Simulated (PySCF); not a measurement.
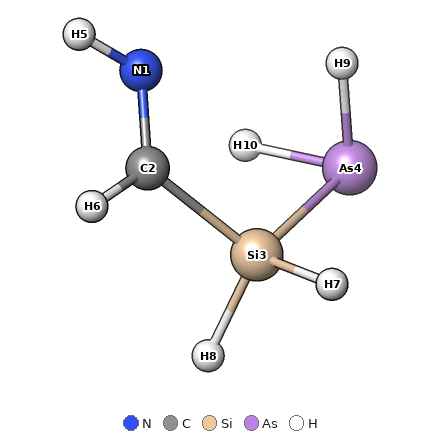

CH₆AsNSi. Vertical core-electron binding energies by ΔSCF (PBE0, pcX-2 on the ionised atom, pcseg-1 elsewhere, spin-free X2C; PySCF 2.14.0, at a PBE0-D3(BJ)/def2-SVP geometry (no frequency check)), gas phase, against the vacuum level. One atom of each kind was ionised; within a panel, areas follow the number of like atoms and 2j + 1 (2p levels are split by first-order spin-orbit coupling, an approximation), each panel is scaled alone, Gaussians of 1.0 eV full width. Only the regions named are shown. Lines closer than the width merge in the curve.

Q: Predict the Si 2p, Si 1s and N 1s photoelectron lines.

A:
```
   level  atoms  binding energy (eV)
Si 2p1/2    Si3                106.9
Si 2p3/2    Si3                106.2
   Si 1s    Si3               1844.2
    N 1s     N1                404.4
```

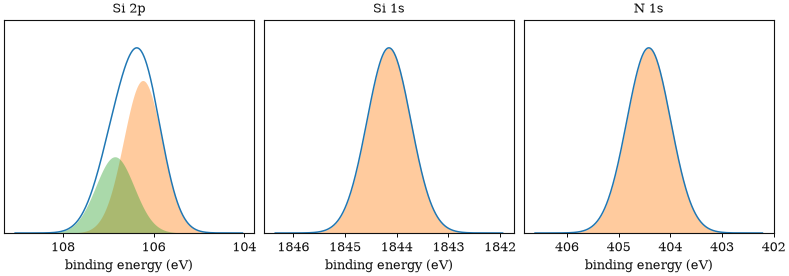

Caveats: one conformer of a flexible molecule.
